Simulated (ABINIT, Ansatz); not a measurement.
# A GW chain in ABINIT: RbAsF6 (R-3), part 2 of 3

Aim: the G0W0 gap of RbAsF6 (R-3) on PBEsol, step by step.

ABINIT 10.8.3; PBEsol and many-body steps on it, plane waves. Known limits of the many-body steps: not at the basis limit; no spin-orbit coupling; coarse k mesh.

So far. Step 2 (Ground state): The gap is direct, at Γ.

## Step 3: Bands along the symmetry lines

Level of this step: DFT, PBEsol, plane waves, norm-conserving pseudopotentials (ABINIT).

The cheap functional maps the bands first; the places of the edges decide which points the dearer methods must see.

Input file run.abi:

```
acell 3*1.0 Angstrom
rprim 
  3.717458802479 2.146275840312 2.475880428600
  -3.717458802479 2.146275840312 2.475880428600
  0.000000000000 -4.292551680625 2.475880428600
ntypat 3
znucl 37 33 9
natom 8
typat 1 2 3 3 3 3 3 3
xred 
  0.500000000000 0.500000000000 0.500000000000
  0.000000000000 0.000000000000 0.000000000000
  0.077414800000 0.712012140000 0.799611640000
  0.799611640000 0.077414800000 0.712012140000
  0.287987860000 0.200388360000 0.922585200000
  0.200388360000 0.922585200000 0.287987860000
  0.922585200000 0.287987860000 0.200388360000
  0.712012140000 0.799611640000 0.077414800000
pp_dirpath "pseudos"
pseudos "Rb.upf, As.upf, F.upf"
ecut 44
iscf -2
irdden 1
kptopt 0
nkpt 22
kpt 
  0.00000000 0.00000000 0.00000000
  0.12500000 0.00000000 0.00000000
  0.25000000 0.00000000 0.00000000
  0.37500000 0.00000000 0.00000000
  0.50000000 -0.00000000 0.00000000
  0.50000000 -0.12500000 0.12500000
  0.50000000 -0.25000000 0.25000000
  0.50000000 -0.37500000 0.37500000
  0.50000000 -0.50000000 0.50000000
  0.47211353 -0.52788647 0.47211353
  0.44422707 -0.55577293 0.44422707
  0.41634061 -0.58365939 0.41634061
  0.38845414 -0.61154586 0.38845414
  0.38845414 0.38845414 0.38845414
  0.29134061 0.29134061 0.29134061
  0.19422707 0.19422707 0.19422707
  0.09711353 0.09711353 0.09711353
  0.00000000 0.00000000 0.00000000
  0.12500000 -0.12500000 0.00000000
  0.25000000 -0.25000000 0.00000000
  0.37500000 -0.37500000 0.00000000
  0.50000000 -0.50000000 0.00000000
istwfk *1
nband 44
nbdbuf 2
tolwfr 1e-08
nstep 40
prtwf 0
prtvol 0
indata_prefix "in"
outdata_prefix "out"
tmpdata_prefix "tmp"
```

Run with:

```console
> OMP_NUM_THREADS=1 mpirun -n 4 abinit run.abi > log
```

Numbers of over 12 decimals in the logs are rounded to 6 here.

Log:

```text
.Version 10.8.3 of ABINIT. v10.8.2 released Aug 2026.

 Symmetries : space group R-3 (#148); Bravais hR (rhombohedral)
[... echo of the input left out ...]
== DATASET  1 ==================================================================
-   mpi_nproc: 4, omp_nthreads: 1 (-1 if OMP is not activated)

--- !DatasetInfo
iteration_state: {dtset: 1, }
dimensions: {natom: 8, nkpt: 22, mband: 44, nsppol: 1, nspinor: 1, nspden: 1, mpw: 11198, }
cutoff_energies: {ecut:  44.0, pawecutdg:  -1.0, }
electrons: {nelect:   7.40000000E+01, charge:   0.00000000E+00, occopt:   1.00000000E+00, tsmear:   1.00000000E-02, }

 Real(R)+Recip(G) space primitive vectors, cartesian coordinates (Bohr,Bohr^-1):
 R(1)=  7.0249790  4.0558735  4.6787359  G(1)=  0.0711746  0.0410927  0.0712443
 R(2)= -7.0249790  4.0558735  4.6787359  G(2)= -0.0711746  0.0410927  0.0712443
 R(3)=  0.0000000 -8.1117471  4.6787359  G(3)=  0.0000000 -0.0821853  0.0712443
 Unit cell volume ucvol=  7.9985124E+02 bohr^3
 Angles (23,13,12)=  9.72125476E+01  9.72125476E+01  9.72125476E+01 degrees

 getcut: wavevector=  0.0000  0.0000  0.0000  ngfft=  60  60  60
         ecut(hartree)=     44.000   => boxcut(ratio)=   2.14592

--- Pseudopotential description ------------------------------------------------
- Rb Generated using ONCVPSP code by D. R. Hamann
- 37.00000   9.00000  180301                  znucl, zion, pspdat
12 -116133 2 -1 2280                          pspcod,pspxc,lmax,lloc,mmax
     nproj     2     2     2
  pspatm : epsatm=   34.48401057
         --- l  ekb(1:nproj) -->
             0    8.196957   -0.477221
             1    3.231347   -0.378736
             2   -1.047201    0.996637
 pspatm: atomic psp has been read  and splines computed

- As Generated using ONCVPSP code by D. R. Hamann
- 33.00000  23.00000  180301                  znucl, zion, pspdat
12 -116133 2 -1 1342                          pspcod,pspxc,lmax,lloc,mmax
     nproj     2     2     2
  pspatm : epsatm=   24.49033745
         --- l  ekb(1:nproj) -->
[...]
pspatm: atomic psp has been read  and splines computed

- F Generated using ONCVPSP code by D. R. Hamann
-  9.00000   7.00000  180301                  znucl, zion, pspdat
12 -116133 2 -1 832                           pspcod,pspxc,lmax,lloc,mmax
     nproj     2     2     1
  pspatm : epsatm=    4.89824381
         --- l  ekb(1:nproj) -->
[...]
2   -2.394754
 pspatm: atomic psp has been read  and splines computed

--------------------------------------------------------------------------------

================================================================================
 prteigrs : about to open file out_EIG
 Non-SCF case, kpt    1 (  0.00000  0.00000  0.00000), residuals and eigenvalues=
  2.62E-09  2.77E-09  4.59E-09  5.76E-09  7.01E-09  9.08E-09  6.64E-09  3.79E-09
[...]
3.7506E-01  3.8623E-01
 Non-SCF case, kpt   22 (  0.50000 -0.50000  0.00000), residuals and eigenvalues=
[...]
-1.0736E-01 -1.0214E-01 -9.9927E-02 -9.5036E-02 -8.2092E-02 -7.6454E-02
 -7.4301E-02  1.6275E-01  3.3410E-01  3.4169E-01  3.5403E-01  3.5931E-01
  3.7911E-01  3.8633E-01

--- !ResultsGS
iteration_state: {dtset: 1, }
comment   : Summary of ground state results
lattice_vectors:
- [  7.0249790,   4.0558735,   4.6787359, ]
- [ -7.0249790,   4.0558735,   4.6787359, ]
- [  0.0000000,  -8.1117471,   4.6787359, ]
lattice_lengths: [   9.36435,    9.36435,    9.36435, ]
lattice_angles: [ 97.213,  97.213,  97.213, ] # degrees, (23, 13, 12)
lattice_volume:   7.9985124E+02
convergence: {deltae:  0.000E+00, res2:  0.000E+00, residm:  9.991E-09, diffor:  0.000E+00, }
etotal    :  -4.79699363E+02
entropy   :   0.00000000E+00
fermie    :  -7.12883060E-02
cartesian_stress_tensor: null
pressure_GPa: null
xred      :
- [  5.0000E-01,   5.0000E-01,   5.0000E-01, Rb]
- [  0.0000E+00,   0.0000E+00,   0.0000E+00, As]
- [  7.7415E-02,   7.1201E-01,   7.9961E-01,  F]
- [  7.9961E-01,   7.7415E-02,   7.1201E-01,  F]
- [  2.8799E-01,   2.0039E-01,   9.2259E-01,  F]
- [  2.0039E-01,   9.2259E-01,   2.8799E-01,  F]
- [  9.2259E-01,   2.8799E-01,   2.0039E-01,  F]
- [  7.1201E-01,   7.9961E-01,   7.7415E-02,  F]
cartesian_forces: null
force_length_stats: {min: null, max: null, mean: null, }

 Integrated electronic density in atomic spheres:
 ------------------------------------------------
 Atom  Sphere_radius  Integrated_density
[...]
================================================================================

 ----iterations are completed or convergence reached----

 Mean square residual over all n,k,spin=   54.861E-10; max=  99.908E-10
 reduced coordinates (array xred) for    8 atoms
[...]
0.922585200000      0.287987860000      0.200388360000
       0.712012140000      0.799611640000      0.077414800000

 cartesian coordinates (angstrom) at end:
[...]
length scales=  1.889726125908  1.889726125908  1.889726125908 bohr
              =  1.000000000000  1.000000000000  1.000000000000 angstroms
 prteigrs : about to open file out_EIG
 Eigenvalues (hartree) for nkpt=  22  k points:
 kpt#   1, nband= 44, wtk=  1.00000, kpt=  0.0000  0.0000  0.0000 (reduced coord)
[...]
kpt#   2, nband= 44, wtk=  1.00000, kpt=  0.1250  0.0000  0.0000 (reduced coord)
[...]
kpt#   3, nband= 44, wtk=  1.00000, kpt=  0.2500  0.0000  0.0000 (reduced coord)
[...]
kpt#  21, nband= 44, wtk=  1.00000, kpt=  0.3750 -0.3750  0.0000 (reduced coord)
[...]
0.35209    0.36156    0.37506    0.38623
 kpt#  22, nband= 44, wtk=  1.00000, kpt=  0.5000 -0.5000  0.0000 (reduced coord)
[...]
-0.16204   -0.14727   -0.13920   -0.13348   -0.12281   -0.11343   -0.10736   -0.10214
  -0.09993   -0.09504   -0.08209   -0.07645   -0.07430    0.16275    0.33410    0.34169
   0.35403    0.35931    0.37911    0.38633

== END DATASET(S) ==============================================================
================================================================================

 -outvars: echo values of variables after computation  --------
            nband          44
             nkpt          22
          spgroup         148
 [... the other variables as echoed above ...]

 Calculation completed.
```

Run time: 1.9 min. Hardware: 4 MPI ranks of Arm Neoverse V1, shared host; peak memory 0.5 GiB; 7.6 min of CPU time.

Numbers from this step:

```yaml
gap: 5.560 eV
k_of_the_valence_top: 0, 0, 0
k_of_the_conduction_bottom: 0, 0, 0
least_direct_gap: 5.560 eV
```

The gap is 5.560 eV, as in the run before at this level.

Electronic bands along the path, in eV, zero at the top of the highest filled band:

```csv
point,band 34,band 35,band 36,band 37,band 38,band 39,band 40,band 41
Γ,-0.55,-0.34,-0.34,0.00,5.56,10.09,11.70,11.70
L,-0.57,-0.27,-0.13,-0.04,6.30,9.92,10.75,11.61
T,-0.62,-0.26,-0.11,-0.11,6.45,11.03,11.29,11.29
P0,-0.70,-0.20,-0.12,-0.12,6.48,10.97,11.36,11.36
jump to P2,-0.70,-0.20,-0.12,-0.12,6.48,10.97,11.36,11.36
Γ,-0.55,-0.34,-0.34,0.00,5.56,10.09,11.70,11.70
F,-0.65,-0.29,-0.14,-0.08,6.37,11.03,11.24,11.57
```

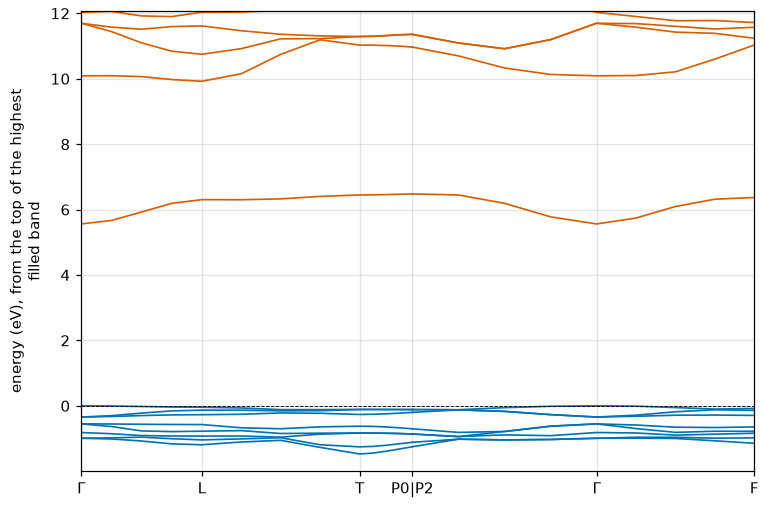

Electronic bands along the path; lines of filled and empty bands in two colours.

## Step 4: Empty states on the mesh, 2×2×2 mesh, 103 bands

The sums over transitions need many empty states on a uniform mesh; this step solves for them.

Input file run.abi:

```
acell 3*1.0 Angstrom
rprim 
  3.717458802479 2.146275840312 2.475880428600
  -3.717458802479 2.146275840312 2.475880428600
  0.000000000000 -4.292551680625 2.475880428600
ntypat 3
znucl 37 33 9
natom 8
typat 1 2 3 3 3 3 3 3
xred 
  0.500000000000 0.500000000000 0.500000000000
  0.000000000000 0.000000000000 0.000000000000
  0.077414800000 0.712012140000 0.799611640000
  0.799611640000 0.077414800000 0.712012140000
  0.287987860000 0.200388360000 0.922585200000
  0.200388360000 0.922585200000 0.287987860000
  0.922585200000 0.287987860000 0.200388360000
  0.712012140000 0.799611640000 0.077414800000
pp_dirpath "pseudos"
pseudos "Rb.upf, As.upf, F.upf"
ecut 44
ngkpt 2 2 2
nshiftk 1
shiftk 0 0 0
kptopt 1
chksymbreak 0
iscf -2
irdden 1
istwfk *1
nband 103
nbdbuf 8
tolwfr 1e-09
nstep 60
prtvol 0
indata_prefix "in"
outdata_prefix "out"
tmpdata_prefix "tmp"
```

Log:

```text
.Version 10.8.3 of ABINIT. v10.8.2 released Aug 2026.

 Symmetries : space group R-3 (#148); Bravais hR (rhombohedral)
[... echo of the input left out ...]
== DATASET  1 ==================================================================
-   mpi_nproc: 4, omp_nthreads: 1 (-1 if OMP is not activated)

--- !DatasetInfo
iteration_state: {dtset: 1, }
dimensions: {natom: 8, nkpt: 4, mband: 103, nsppol: 1, nspinor: 1, nspden: 1, mpw: 11192, }
cutoff_energies: {ecut:  44.0, pawecutdg:  -1.0, }
electrons: {nelect:   7.40000000E+01, charge:   0.00000000E+00, occopt:   1.00000000E+00, tsmear:   1.00000000E-02, }

 Real(R)+Recip(G) space primitive vectors, cartesian coordinates (Bohr,Bohr^-1):
 R(1)=  7.0249790  4.0558735  4.6787359  G(1)=  0.0711746  0.0410927  0.0712443
 R(2)= -7.0249790  4.0558735  4.6787359  G(2)= -0.0711746  0.0410927  0.0712443
 R(3)=  0.0000000 -8.1117471  4.6787359  G(3)=  0.0000000 -0.0821853  0.0712443
 Unit cell volume ucvol=  7.9985124E+02 bohr^3
 Angles (23,13,12)=  9.72125476E+01  9.72125476E+01  9.72125476E+01 degrees

 getcut: wavevector=  0.0000  0.0000  0.0000  ngfft=  60  60  60
         ecut(hartree)=     44.000   => boxcut(ratio)=   2.14592

--- Pseudopotential description ------------------------------------------------
- Rb Generated using ONCVPSP code by D. R. Hamann
- 37.00000   9.00000  180301                  znucl, zion, pspdat
12 -116133 2 -1 2280                          pspcod,pspxc,lmax,lloc,mmax
     nproj     2     2     2
  pspatm : epsatm=   34.48401057
         --- l  ekb(1:nproj) -->
             0    8.196957   -0.477221
             1    3.231347   -0.378736
             2   -1.047201    0.996637
 pspatm: atomic psp has been read  and splines computed

- As Generated using ONCVPSP code by D. R. Hamann
- 33.00000  23.00000  180301                  znucl, zion, pspdat
12 -116133 2 -1 1342                          pspcod,pspxc,lmax,lloc,mmax
     nproj     2     2     2
  pspatm : epsatm=   24.49033745
         --- l  ekb(1:nproj) -->
[...]
pspatm: atomic psp has been read  and splines computed

- F Generated using ONCVPSP code by D. R. Hamann
-  9.00000   7.00000  180301                  znucl, zion, pspdat
12 -116133 2 -1 832                           pspcod,pspxc,lmax,lloc,mmax
     nproj     2     2     1
  pspatm : epsatm=    4.89824381
         --- l  ekb(1:nproj) -->
[...]
2   -2.394754
 pspatm: atomic psp has been read  and splines computed

--------------------------------------------------------------------------------

================================================================================
 prteigrs : about to open file out_EIG
 Non-SCF case, kpt    1 (  0.00000  0.00000  0.00000), residuals and eigenvalues=
  3.92E-10  5.72E-10  6.44E-10  7.78E-10  2.38E-10  7.21E-10  2.16E-10  2.47E-10
[...]
9.17E-10  6.84E-10  1.21E-09  5.52E-10  3.65E-08  8.95E-08  1.32E-04
 -6.8471E+00 -4.7703E+00 -4.7702E+00 -4.7702E+00 -1.3635E+00 -1.3635E+00
 -1.3583E+00 -1.3580E+00 -1.3580E+00 -8.9293E-01 -8.6287E-01 -8.2935E-01
 -8.2822E-01 -8.2822E-01 -7.9809E-01 -7.9809E-01 -3.8108E-01 -2.8617E-01
[...]
1.2038E+00  1.2288E+00  1.2288E+00  1.3060E+00  1.3275E+00  1.3275E+00
  1.3308E+00  1.3308E+00  1.3399E+00  1.3521E+00  1.3649E+00  1.3649E+00
  1.4158E+00
 prteigrs : prtvol=0 or 1, do not print more k-points.

--- !ResultsGS
iteration_state: {dtset: 1, }
comment   : Summary of ground state results
lattice_vectors:
- [  7.0249790,   4.0558735,   4.6787359, ]
- [ -7.0249790,   4.0558735,   4.6787359, ]
- [  0.0000000,  -8.1117471,   4.6787359, ]
lattice_lengths: [   9.36435,    9.36435,    9.36435, ]
lattice_angles: [ 97.213,  97.213,  97.213, ] # degrees, (23, 13, 12)
lattice_volume:   7.9985124E+02
convergence: {deltae:  0.000E+00, res2:  0.000E+00, residm:  9.949E-10, diffor:  0.000E+00, }
etotal    :  -4.79699363E+02
entropy   :   0.00000000E+00
fermie    :  -7.12883060E-02
cartesian_stress_tensor: null
pressure_GPa: null
xred      :
- [  5.0000E-01,   5.0000E-01,   5.0000E-01, Rb]
- [  0.0000E+00,   0.0000E+00,   0.0000E+00, As]
- [  7.7415E-02,   7.1201E-01,   7.9961E-01,  F]
- [  7.9961E-01,   7.7415E-02,   7.1201E-01,  F]
- [  2.8799E-01,   2.0039E-01,   9.2259E-01,  F]
- [  2.0039E-01,   9.2259E-01,   2.8799E-01,  F]
- [  9.2259E-01,   2.8799E-01,   2.0039E-01,  F]
- [  7.1201E-01,   7.9961E-01,   7.7415E-02,  F]
cartesian_forces: null
force_length_stats: {min: null, max: null, mean: null, }

 Integrated electronic density in atomic spheres:
 ------------------------------------------------
 Atom  Sphere_radius  Integrated_density
[...]
================================================================================

 ----iterations are completed or convergence reached----

 Mean square residual over all n,k,spin=   53.045E-11; max=  99.486E-11
 reduced coordinates (array xred) for    8 atoms
[...]
0.922585200000      0.287987860000      0.200388360000
       0.712012140000      0.799611640000      0.077414800000

 cartesian coordinates (angstrom) at end:
    1     -0.000000    -5e-13     3.713821
    2      0.000000     0.000000     0.000000
    3     -2.359089    -1.738046     3.934270
[...]
7      2.359089     1.738046     3.493372
    8     -0.325648     2.912055     3.934270
 length scales=  1.889726125908  1.889726125908  1.889726125908 bohr
              =  1.000000000000  1.000000000000  1.000000000000 angstroms
 prteigrs : about to open file out_EIG
 Eigenvalues (hartree) for nkpt=   4  k points:
 kpt#   1, nband=103, wtk=  0.12500, kpt=  0.0000  0.0000  0.0000 (reduced coord)
[...]
1.09202    1.09463    1.09463    1.10595    1.15519    1.15519    1.15707    1.17946
   1.17946    1.20240    1.20379    1.22878    1.22878    1.30604    1.32750    1.32750
   1.33084    1.33084    1.33994    1.35210    1.36486    1.36486    1.41578
 prteigrs : prtvol=0 or 1, do not print more k-points.

== END DATASET(S) ==============================================================
================================================================================

 -outvars: echo values of variables after computation  --------
            nband         103
             nkpt           4
          spgroup         148
 [... the other variables as echoed above ...]

 Calculation completed.
```

Elapsed: 44 s, on 4 MPI ranks; peak memory 0.45 GiB.

This step gave:

```yaml
gap: 5.560 eV
k_of_the_valence_top: 0, 0, 0
k_of_the_conduction_bottom: 0, 0, 0
least_direct_gap: 5.560 eV
k_points_computed: 4
lowest_point_of_the_top_converged_band_above_the_valence_top: 36.72 eV
```

On this mesh the gap is 5.560 eV.

## Step 5: Screening, 2×2×2 mesh, 95 bands, screening to 98 eV

The RPA dielectric matrix is built and inverted for each q.

This step: RPA screening on PBEsol, plane waves, norm-conserving pseudopotentials.

run.abi, as its differences from that of step 4:

```diff
@@ -26,10 +26,11 @@
 chksymbreak 0
-iscf -2
-irdden 1
 istwfk *1
-nband 103
-nbdbuf 8
-tolwfr 1e-09
-nstep 60
-prtvol 0
+occopt 1
+irdwfk 1
+optdriver 3
+nband 95
+ecuteps 3.6
+inclvkb 2
+awtr 1
+symchi 1
 indata_prefix "in"
```

Log:

```text
.Version 10.8.3 of ABINIT. v10.8.2 released Aug 2026.

 Symmetries : space group R-3 (#148); Bravais hR (rhombohedral)
[... echo of the input left out ...]
== DATASET  1 ==================================================================
-   mpi_nproc: 4, omp_nthreads: 1 (-1 if OMP is not activated)

--- !DatasetInfo
iteration_state: {dtset: 1, }
dimensions: {natom: 8, nkpt: 4, mband: 95, nsppol: 1, nspinor: 1, nspden: 1, mpw: 11192, }
cutoff_energies: {ecut:  44.0, pawecutdg:  -1.0, }
electrons: {nelect:   7.40000000E+01, charge:   0.00000000E+00, occopt:   1.00000000E+00, tsmear:   1.00000000E-02, }

 SCREENING: Calculation of the susceptibility and dielectric matrices

 Based on a program developped by R.W. Godby, V. Olevano, G. Onida, and L. Reining.
 Incorporated in ABINIT by V. Olevano, G.-M. Rignanese, and M. Torrent.
.Using double precision arithmetic ; gwpc =  8

[... cell and pseudopotentials left out ...]
--------------------------------------------------------------------------------

 ==== K-mesh for the wavefunctions ====
 Number of points in the irreducible wedge :     4
[... list of points left out ...]
 Together with  6 symmetry operations and time-reversal symmetry
 yields     8 points in the full Brillouin Zone.

 ==== Q-mesh for the screening function ====
 Number of points in the irreducible wedge :     4
[... list of points left out ...]
 Together with  6 symmetry operations and time-reversal symmetry
 yields     8 points in the full Brillouin Zone.

 setmesh: FFT mesh size selected  =    36x   36x   36
          total number of points  =        46656

 vcoul_init : cutoff-mode = AUXILIARY_FUNCTION
 q-points for optical limit:   1
     1)      0.000010    0.000020    0.000030

- screening: taking advantage of time-reversal symmetry
- Maximum band index for partially occupied states nbvw = 37
- Remaining bands to be divided among processors   nbcw = 58
- Number of bands treated by each node ~14

 Number of electrons calculated from density =   74.0000; Expected =   74.0000
 average of density, n =  0.092517
 r_s =    1.3716
 omega_plasma =   29.3405 [eV]

 calculating chi0 at frequencies [eV] :
  1    0.000000E+00    0.000000E+00
  2    0.000000E+00    2.934046E+01

--------------------------------------------------------------------------------
  q-point number  1        q = ( 0.000000, 0.000000, 0.000000) [r.l.u.]
--------------------------------------------------------------------------------
[... chi0 elements left out ...]
 For q-point:  0.000010 0.000020 0.000030
  dielectric constant =   1.9791
  dielectric constant without local fields =   2.2021

  Average fulfillment of the sum rule on Im[epsilon] for q-point    1 :     26.92  [%]
[... wings left out ...]
  q-point number  2        q = ( 0.500000, 0.000000, 0.000000) [r.l.u.]
--------------------------------------------------------------------------------
[... chi0 elements left out ...]
  Average fulfillment of the sum rule on Im[epsilon] for q-point    2 :     32.37  [%]

 [... 2 further q-points ...]
```

The job ended after 36 s (4 MPI ranks; peak memory 1.4 GiB; 2.4 min of CPU time).

This step gave:

```
ε∞ with local fields, on this mesh, along the program's q direction : 1.979
the same without local fields                                       : 2.202
plasma frequency                                                    : 29.34 eV
plane waves in the screening matrix                                 : 249
```

Local fields lower ε∞ by 10 %. On a Γ-centred mesh this coarse the value itself is usually too large, while a short band sum pulls it down.

(Part 2 of 3 ends here.)

[Paths, hosts, dates, memory and timing lines, banners, echoed tables and standing remarks are left out of the program output.]

[Logs are printed without paths, hosts, clocks, repeated set-up lines and the standing remarks that a program may print on its own settings, such as how far it seeks lower states.]

[Runs of the session that timed out or met a known fault of the program may be left out.]

[Hosts, paths, dates, database ids (printed as entryN), source tags and the programs' standing remarks are cut or masked in the printed files.]

[G0W0 gaps are taken among the corrected bands and points alone; a level outside them can change the order at an edge.]

[Where Ansatz stands beside ABINIT at settings called matched, ABINIT's density can come from a denser mesh and the files from another edition; pairs whose starting gaps differed by over 0.03 eV were left out, so agreement reads better than it is.]
